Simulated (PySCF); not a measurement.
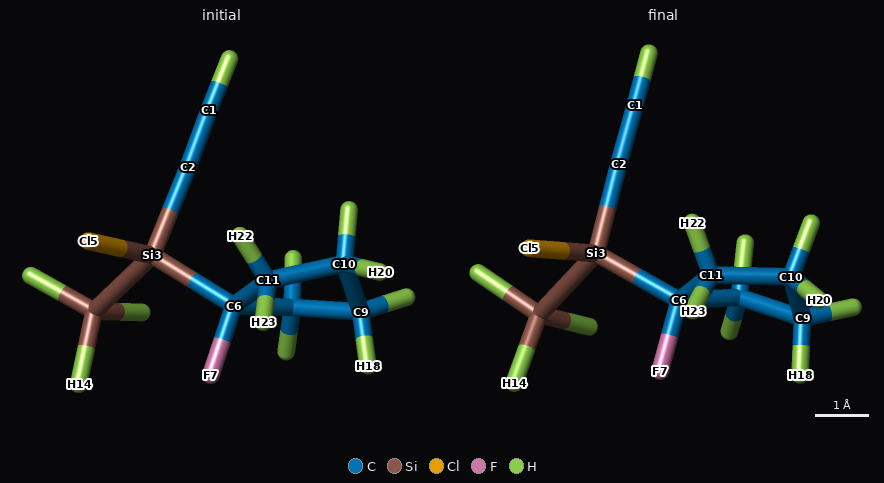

The structure of C₇H₁₂ClFSi₂ before (left) and after (right) a relaxation, at one scale.

A stick model, seen from a free direction.

The start comes from GFN2-xTB. Its atoms were then displaced at random by about 0.01 Å.

Level of theory: PySCF, PBE0-D3(BJ)/def2-SVP geometry optimisation, gas phase. 

**Describe what moved and what it gained.**

The energy falls by 5.33 kcal/mol in 20 geometry steps. The atom that moves furthest after the best rigid fit is an H atom (0.55 Å). Largest moves by element: H 0.55 Å, C 0.35 Å, F 0.19 Å, Cl 0.14 Å, Si 0.11 Å. Among the contacts that change: H–Si 1.425 → 1.493 Å, C–Si 1.865 → 1.831 Å, Cl–Si 2.044 → 2.078 Å, H–Si 1.462 → 1.496 Å. Bond angles that change, for instance: C–Si–C 102.9° → 108.5°, Si–Si–Cl 111.9° → 108.3°, C–C–H 176.5° → 179.3°.
